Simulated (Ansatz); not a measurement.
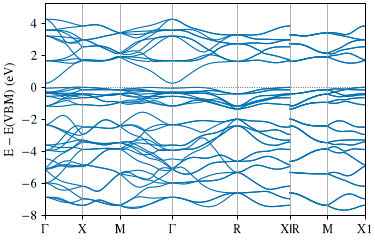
Figure. Band structure from DFT-PBEsol in the program Ansatz with PAW potentials

Problem. Read off the gap and where the band edges lie.

Solution. About 0.2 eV (0.24 eV by a search for the band edges); maximum on the Γ–X line, 86 % of the way from Γ, minimum at Γ.

The material is FeS2 in space group Pa-3 (No. 205; Fe on 4a, S on 8c).

The PBEsol relaxation kept the symmetry of its start. The workflow began spin-polarised and lost its moments.

Potentials: the later of the program's two PAW sets.
